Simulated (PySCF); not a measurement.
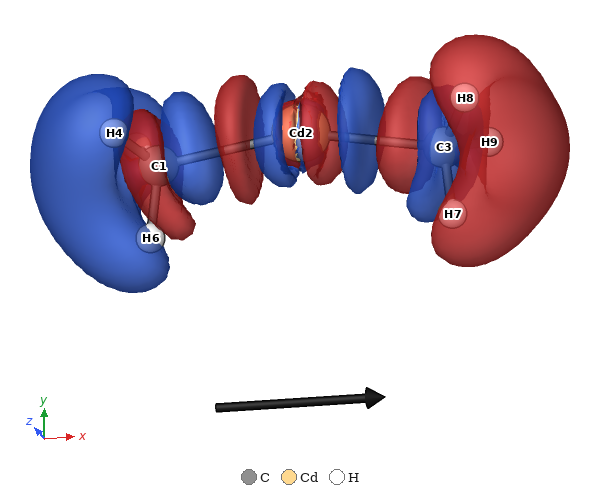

Figure. C₂H₆Cd, SMILES `C[Cd]C`. Change of the electron density in a uniform field of 0.21 V/Å along +x (arrow), surfaces at ±0.001 e/Å³ (blue: gain, red: loss).

Method: PBE/def2-TZVP; geometry: GFN2-xTB; program: PySCF. Core potentials replace the inner electrons of Cd; spin–orbit coupling isn't included. No frequency check shows the geometry to be a minimum. A basis without diffuse functions makes polarisabilities too small. GFN2-xTB bond lengths at metals and heavier atoms can be off by up to 0.1 Å and shapes distorted, which carries into these values.

**How large is the response?**

The induced dipole is 0.96 D (along the field); α along this axis, from the fields in both directions, is 94 bohr³ (13.9 Å³).

**Which atoms gain and lose the most charge?**

Electrons gather most on C1 (Hirshfeld charge changes by −0.011 e) and leave C3 most (+0.011 e); 0.057 electrons are displaced in all.
